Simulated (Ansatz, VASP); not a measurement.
# NiS in two plane-wave programs, part 2 of 3

Wanted: the spread between two codes on one cell, functional and k mesh.

VASP 6.6.1 and Ansatz 0.2.0.

So far. Step 2 (Ansatz: single point, PBEsol, DFT+U): The run ends at a pressure of 6.90 GPa, with forces up to 0.029 eV/Å.

The database entry behind the starting cell differs from later determinations by our own check (about 0.4 % short), so it need not match the best structure at ambient conditions.

In doubt: warnings of the run leave room for a lower electronic state, so energies may not be the lowest and differences between runs may mislead.

### 3. VASP: single point, PBEsol, DFT+U

Level of this step: PBEsol, DFT+U (Ni d 6 eV), spin-polarised from an antiferromagnetic start; plane waves and PAW (Ni, S) (VASP).

The same cell, functional, mesh and smearing now go to VASP, with its own data sets and cutoff.

Lines of VASP's logs that name or quote its potential files are left out, and so is its time.

The input, INCAR:

```
SYSTEM = NiS
PREC = Accurate
ENCUT = 350
EDIFF = 1E-06
NELM = 150
ISMEAR = -1
SIGMA = 0.05
LREAL = .FALSE.
ALGO = Normal
GGA = PS
NBANDS = 46
ISPIN = 2
MAGMOM = 2 -2 2 -2 0 0 0 0
LDAU = .TRUE.
LDAUTYPE = 2
LDAUL = 2 -1
LDAUU = 6 0
LDAUJ = 0 0
LDAUPRINT = 1
LASPH = .TRUE.
LMAXMIX = 4
LORBIT = 11
LWAVE = .FALSE.
LCHARG = .TRUE.
KPAR = 4
AMIX = 0.2
BMIX = 1E-04
AMIX_MAG = 0.8
BMIX_MAG = 1E-04
```

The input, POSCAR:

```
NiS
1.0
    3.4250000000      0.0000000000      0.0000000000
   -3.4250000000      5.9322740160      0.0000000000
    0.0000000000      0.0000000000      5.3400000000
Ni S
4 4
Direct
    0.0000000000      0.0000000000      0.0000000000
    0.0000000000      0.5000000000      0.0000000000
    0.0000000000      0.0000000000      0.5000000000
    0.0000000000      0.5000000000      0.5000000000
    0.3333333333      0.3333333334      0.2500000000
    0.3333333333      0.8333333333      0.2500000000
    0.6666666667      0.1666666666      0.7500000000
    0.6666666667      0.6666666666      0.7500000000
```

The input, KPOINTS:

```
Automatic mesh
0
Gamma
10 5 6
0 0 0
```

PAW data sets: Ni and S (PBE family, release 64).

Started as:

```sh
$ mpirun -np 4 vasp_std
```

Numbers of over 12 decimals in the logs are rounded to 6 here.

The log of the run:

```text
[banner, memory and clock lines left out]
running    4 mpi-ranks, on    1 nodes
 distrk:  each k-point on    1 cores,    4 groups
 distr:  one band on    1 cores,    1 groups

 POSCAR found type information on POSCAR NiS
 POSCAR found :  2 types and       8 ions
|                                                                             |
|               ----> ADVICE to this user running VASP <----                  |
|                                                                             |
|     You enforced a specific xc type in the INCAR file but a different       |
|     [... a line on the potential file left out ...]
|     I HOPE YOU KNOW WHAT YOU ARE DOING!                                     |
|                                                                             |

 LDA part: xc-table for (Slater+PW92), standard interpolation
 POSCAR, INCAR and KPOINTS ok, starting setup
 FFT: planning ... GRIDC
 FFT: planning ... GRID_SOFT
 FFT: planning ... GRID
 WAVECAR not read
 entering main loop
       N       E                     dE             d eps       ncg     rms          rms(c)
DAV:   1     0.455193809317E+03    0.45519E+03   -0.21374E+04 13264   0.121E+03
DAV:   2     0.248570632910E+02   -0.43034E+03   -0.40425E+03 13404   0.313E+02
DAV:   3    -0.292529464287E+02   -0.54110E+02   -0.51266E+02 14638   0.126E+02
DAV:   4    -0.315259149452E+02   -0.22730E+01   -0.22473E+01 16162   0.257E+01
DAV:   5    -0.315902782768E+02   -0.64363E-01   -0.64308E-01 16846   0.447E+00    0.294E+01
DAV:   6    -0.308923362259E+02    0.69794E+00   -0.11402E+01 16356   0.602E+01    0.223E+01
DAV:   7    -0.320930271094E+02   -0.12007E+01   -0.24846E+00 17658   0.180E+01    0.160E+01
DAV:   8    -0.329124531186E+02   -0.81943E+00   -0.66205E-01 22124   0.122E+01    0.108E+01
DAV:   9    -0.332029256668E+02   -0.29047E+00   -0.89762E-01 17990   0.220E+01    0.527E+00
DAV:  10    -0.334733703706E+02   -0.27044E+00   -0.93914E-01 19544   0.149E+01    0.239E+00
DAV:  11    -0.334784909664E+02   -0.51206E-02   -0.42321E-01 15592   0.105E+01    0.112E+00
DAV:  12    -0.334902912801E+02   -0.11800E-01   -0.46010E-02 17210   0.246E+00    0.846E-01
DAV:  13    -0.334995374891E+02   -0.92462E-02   -0.59496E-03 21570   0.949E-01    0.467E-01
DAV:  14    -0.335020126915E+02   -0.24752E-02   -0.65830E-03 19460   0.155E+00    0.128E-01
[...]
DAV:  18    -0.335030082080E+02   -0.29017E-04   -0.79146E-05 18970   0.174E-01    0.263E-02
DAV:  19    -0.335030291081E+02   -0.20900E-04   -0.46831E-05 19018   0.607E-02    0.179E-02
DAV:  20    -0.335030333067E+02   -0.41986E-05   -0.54113E-06 15642   0.230E-02    0.139E-02
DAV:  21    -0.335030407838E+02   -0.74771E-05   -0.47173E-06 17148   0.341E-02    0.103E-02
DAV:  22    -0.335030460628E+02   -0.52790E-05   -0.69437E-06 18286   0.416E-02    0.722E-03
DAV:  23    -0.335030473796E+02   -0.13168E-05   -0.41922E-06 14052   0.164E-02    0.413E-03
DAV:  24    -0.335030486328E+02   -0.12532E-05   -0.44904E-07  8008   0.185E-02    0.419E-03
DAV:  25    -0.335030490386E+02   -0.40583E-06   -0.14477E-06  9570   0.105E-02
   1 F= -.33503049E+02 E0= -.33501999E+02  d E =-.209925E-02  mag=     0.0000
```

OUTCAR, selected parts (step 3):

```text
ion  position               nearest neighbor table
   1  0.000  0.000  0.000-   7 2.39   6 2.39   7 2.39   6 2.39   8 2.39   5 2.39   3 2.67   3 2.67

  LATTYP: Found a simple orthorhombic cell.
 ALAT       =     3.4250000000
 B/A-ratio  =     1.5591240876
 C/A-ratio  =     1.7320508076

 Subroutine GETGRP returns: Found  8 space group operations
 (whereof  4 operations were pure point group operations)

The static configuration has the point symmetry C_2h.
 The point group associated with its full space group is D_2h.

 Found     72 irreducible k-points:

   k-points           NKPTS =     72   k-points in BZ     NKDIM =     72   number of bands    NBANDS=     46

   dimension x,y,z NGX =    24 NGY =   42 NGZ =   36
   dimension x,y,z NGXF=    48 NGYF=   84 NGZF=   72

   ENCUT  =  350.0 eV  25.72 Ry    5.07 a.u.   5.22 10.45  8.15*2*pi/ulx,y,z

   NELECT =      64.0000    total number of electrons

 k-points in reciprocal lattice and weights: Automatic mesh
   0.00000000  0.00000000  0.00000000       0.003
   0.10000000  0.00000000  0.00000000       0.013
   0.20000000  0.00000000  0.00000000       0.013
   0.30000000 -0.00000000  0.00000000       0.013
   0.40000000  0.00000000  0.00000000       0.013
   0.50000000  0.00000000  0.00000000       0.003
   0.00000000  0.20000000  0.00000000       0.007
   0.10000000  0.20000000  0.00000000       0.013
   0.20000000  0.20000000  0.00000000       0.013
[...]
0.50000000  0.40000000  0.50000000       0.007
  -0.40000000  0.40000000  0.50000000       0.007

atom =   1  type =  1  l = 2

 onsite density matrix

spin component  1

  0.9784 -0.0000 -0.0000 -0.0208 -0.0000
 -0.0000  0.9957  0.0009 -0.0000 -0.0197
 -0.0000  0.0009  0.9672 -0.0000 -0.0003
 -0.0208 -0.0000 -0.0000  0.9924 -0.0000
 -0.0000 -0.0197 -0.0003 -0.0000  0.9758

spin component  2

  0.7502  0.0000 -0.0000  0.3039  0.0000
  0.0000  0.5374  0.0175  0.0000  0.3286
 -0.0000  0.0175  0.9613 -0.0000 -0.0145
[...]
o =  0.9602  v =  0.8227 -0.0000  0.0000 -0.5684  0.0000  0.0000  0.0000  0.0000  0.0000  0.0000      0.0000  0.0000  0.0000  0.0000  0.0000  0.0000  0.0000  0.0000  0.0000  0.0000
  o =  0.9621  v = -0.0000  0.0807  0.9843  0.0000 -0.1568  0.0000  0.0000  0.0000  0.0000  0.0000      0.0000  0.0000  0.0000  0.0000  0.0000  0.0000  0.0000  0.0000  0.0000  0.0000
  o =  0.9635  v =  0.0000  0.0000  0.0000  0.0000  0.0000  0.8120  0.0000  0.0000 -0.5836 -0.0000      0.0000  0.0000  0.0000  0.0000  0.0000  0.0000  0.0000  0.0000  0.0000  0.0000
  o =  0.9637  v =  0.0000  0.0000  0.0000  0.0000  0.0000  0.0000 -0.5234 -0.0674 -0.0000  0.8494      0.0000  0.0000  0.0000  0.0000  0.0000  0.0000  0.0000  0.0000  0.0000  0.0000
  o =  0.9672  v =  0.0000  0.0000  0.0000  0.0000  0.0000  0.0000 -0.0155  0.9975 -0.0000  0.0696      0.0000  0.0000  0.0000  0.0000  0.0000  0.0000  0.0000  0.0000  0.0000  0.0000
  o =  1.0074  v =  0.0000  0.0000  0.0000  0.0000  0.0000 -0.5836  0.0000 -0.0000 -0.8120  0.0000      0.0000  0.0000  0.0000  0.0000  0.0000  0.0000  0.0000  0.0000  0.0000  0.0000
  o =  1.0078  v =  0.0000  0.0000  0.0000  0.0000  0.0000  0.0000  0.8520 -0.0233  0.0000  0.5231      0.0000  0.0000  0.0000  0.0000  0.0000  0.0000  0.0000  0.0000  0.0000  0.0000

 average (electrostatic) potential at core
       1 -83.4532       2 -83.4532       3 -83.4532       4 -83.4532       5 -83.3656
       6 -83.3656       7 -83.3656       8 -83.3656

 E-fermi :   8.3600

 spin component 1
 k-point     1 :       0.0000    0.0000    0.0000
  band No.  band energies     occupation
    ...
     28       6.7275      1.00000
     29       7.2564      1.00000
     30       7.2620      1.00000
     31       7.8863      0.99992
     32       8.2661      0.86740
     33       8.4428      0.16036
     34       9.1403      0.00000
     35      10.4881      0.00000
     36      11.0146      0.00000
     37      12.1875      0.00000
    ...

 k-point     2 :       0.1000    0.0000    0.0000
  band No.  band energies     occupation
    ...
     28       6.5336      1.00000
     29       6.7078      1.00000
     30       7.1461      1.00000
     31       7.5563      1.00000
     32       7.9725      0.99957
     33       8.6450      0.00333
     34       9.2122      0.00000
     35      10.2882      0.00000
     36      10.6313      0.00000
     37      12.4869      0.00000
    ...

 k-point     3 :       0.2000    0.0000    0.0000
  band No.  band energies     occupation
    ...
     28       6.0878      1.00000
     29       6.4107      1.00000
     30       6.6364      1.00000
     31       7.1194      1.00000
     32       7.4131      1.00000
     33       9.1120      0.00000
     34       9.3814      0.00000
     35       9.7765      0.00000
     36      10.5653      0.00000
     37      11.6931      0.00000
    ...

 k-point     4 :       0.3000   -0.0000    0.0000
  band No.  band energies     occupation
    ...
     28       5.8492      1.00000
     29       6.0671      1.00000
     30       6.1587      1.00000
     31       6.7288      1.00000
     32       7.3665      1.00000
     33       9.2441      0.00000
     34       9.5177      0.00000
     35       9.6121      0.00000
     36      10.6304      0.00000
     37      11.6866      0.00000
    ...

 k-point     5 :       0.4000    0.0000    0.0000
  band No.  band energies     occupation
    ...
     28       5.2847      1.00000
     29       5.9206      1.00000
     30       6.1914      1.00000
     31       6.5595      1.00000
     32       7.4472      1.00000
     33       9.1201      0.00000
     34       9.3984      0.00000
     35       9.8923      0.00000
     36      10.7616      0.00000
     37      12.4836      0.00000
    ...

 k-point     6 :       0.5000    0.0000    0.0000
  band No.  band energies     occupation
    ...
     28       4.9924      1.00000
     29       5.7994      1.00000
     30       6.2296      1.00000
     31       6.5381      1.00000
     32       7.4929      1.00000
     33       9.0356      0.00000
     34       9.3016      0.00000
     35      10.1480      0.00000
     36      10.9514      0.00000
     37      12.4799      0.00000
    ...

  Total        0.9885263      1.8893103      1.9675103      0.0000000      0.0000000      0.0000000
  in kB       14.5974083     27.8991409     29.0539082      0.0000000      0.0000000      0.0000000
  external PRESSURE =      23.8501525 kB  Pullay stress =       0.0000000 kB

  energy-cutoff  :      350.00
  volume of cell :      108.50
      direct lattice vectors                 reciprocal lattice vectors
     3.425000000  0.000000000  0.000000000     0.291970803  0.168569422  0.000000000
    -3.425000000  5.932274016  0.000000000     0.000000000  0.168569422  0.000000000
     0.000000000  0.000000000  5.340000000     0.000000000  0.000000000  0.187265918

 POSITION                                       TOTAL-FORCE (eV/Angst)
 -----------------------------------------------------------------------------------
      0.00000      0.00000      0.00000        -0.000000      0.000000      0.000000
     -1.71250      2.96614      0.00000         0.000000      0.000000      0.000000
      0.00000      0.00000      2.67000        -0.000000      0.000000      0.000000
     -1.71250      2.96614      2.67000         0.000000      0.000000      0.000000
     -0.00000      1.97742      1.33500        -0.000000     -0.062719     -0.000000
     -1.71250      4.94356      1.33500        -0.000000     -0.062719      0.000000
      1.71250      0.98871      4.00500         0.000000      0.062719      0.000000
      0.00000      3.95485      4.00500         0.000000      0.062719     -0.000000
 -----------------------------------------------------------------------------------
    total drift:                               -0.000000      0.000000      0.000000

  FREE ENERGIE OF THE ION-ELECTRON SYSTEM (eV)
  ---------------------------------------------------
  free  energy   TOTEN  =       -33.5030490386 eV

  energy  without entropy=      -33.5009497919  energy(sigma->0) =      -33.50199942

 total charge
# of ion       s       p       d       tot
------------------------------------------
    1        0.388   0.471   8.352   9.212
    2        0.388   0.471   8.352   9.212
    3        0.388   0.471   8.352   9.212
    4        0.388   0.471   8.352   9.212
    5        1.324   2.407   0.000   3.730
    6        1.324   2.407   0.000   3.730
    7        1.324   2.407   0.000   3.730
    8        1.324   2.407   0.000   3.730
--------------------------------------------------
tot          6.849  11.512  33.407  51.768

 magnetization (x)
# of ion       s       p       d       tot
------------------------------------------
    1        0.000   0.002   1.437   1.440
    2       -0.000  -0.002  -1.437  -1.440
    3        0.000   0.002   1.437   1.440
    4       -0.000  -0.002  -1.437  -1.440
    5       -0.008  -0.060   0.000  -0.068
    6        0.008   0.060   0.000   0.068
    7        0.008   0.060   0.000   0.068
    8       -0.008  -0.060   0.000  -0.068
--------------------------------------------------
tot          0.000   0.000  -0.000  -0.000

[... 1 further part left out ...]
```

The run ends at a pressure of 2.39 GPa, with forces up to 0.063 eV/Å.

### 4. Comparison

Known differences besides the PAW data sets themselves: U acts on the PAW sphere in VASP and on atomic orbitals in Ansatz, so only states and trends compare; the data sets hold 96 valence electrons in Ansatz (default PAW (the set named soft_2) files) and 64 in VASP; the cutoff is 420 eV in Ansatz and 350 eV in VASP; Ansatz makes its cores anew for this functional, VASP keeps those of its PBE data sets; site moments are counted in spheres of each program's own size. Total energies have different zeros and are not compared.

Both answers:

| quantity | Ansatz | VASP | difference |
| --- | --- | --- | --- |
| pressure (GPa) | 6.90 | 2.39 | +4.51 |
| gap on the k mesh (eV) | 0.035 | 0.176 | -0.142 |
| moment on Ni1 (μB) | 1.33 | 1.44 | -0.11 |
| moment on Ni2 (μB) | -1.33 | -1.44 | +0.11 |
| moment on Ni3 (μB) | 1.33 | 1.44 | -0.11 |
| moment on Ni4 (μB) | -1.33 | -1.44 | +0.11 |
| moment on S5 (μB) | -0.08 | -0.07 | -0.01 |
| moment on S6 (μB) | 0.08 | 0.07 | +0.01 |
| moment on S7 (μB) | 0.08 | 0.07 | +0.01 |
| moment on S8 (μB) | -0.08 | -0.07 | -0.01 |

Forces (eV/Å; atoms numbered as in POSCAR):

| atom | Ansatz x, y, z | VASP x, y, z |
| --- | --- | --- |
| Ni1 | 0.000, 0.000, 0.000 | 0.000, 0.000, 0.000 |
| Ni2 | 0.000, 0.000, 0.000 | 0.000, 0.000, 0.000 |
| Ni3 | 0.000, 0.000, 0.000 | 0.000, 0.000, 0.000 |
| Ni4 | 0.000, 0.000, 0.000 | 0.000, 0.000, 0.000 |
| S5 | 0.000, -0.029, 0.000 | 0.000, -0.063, 0.000 |
| S6 | 0.000, -0.029, 0.000 | 0.000, -0.063, 0.000 |
| S7 | 0.000, 0.029, 0.000 | 0.000, 0.063, 0.000 |
| S8 | 0.000, 0.029, 0.000 | 0.000, 0.063, 0.000 |

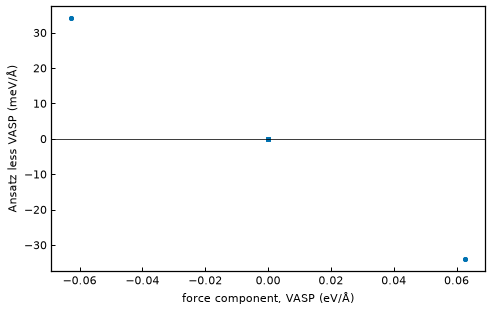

Difference of the force components against their size.

The forces differ by 14 meV/Å r.m.s., which is 54.3 % of the r.m.s. force of 0.03 eV/Å (both taken over all components).

[end of part 2 of 3]

[Lines on the potential files, build, host, timing and source positions are cut from VASP's logs without a mark.]

[Logs are printed without paths, hosts, clocks, repeated set-up lines and the standing remarks that a program may print on its own settings, such as how far it seeks lower states.]

[Hosts, paths, dates, database ids (printed as entryN), source tags and the programs' standing remarks are cut or masked in the printed files.]
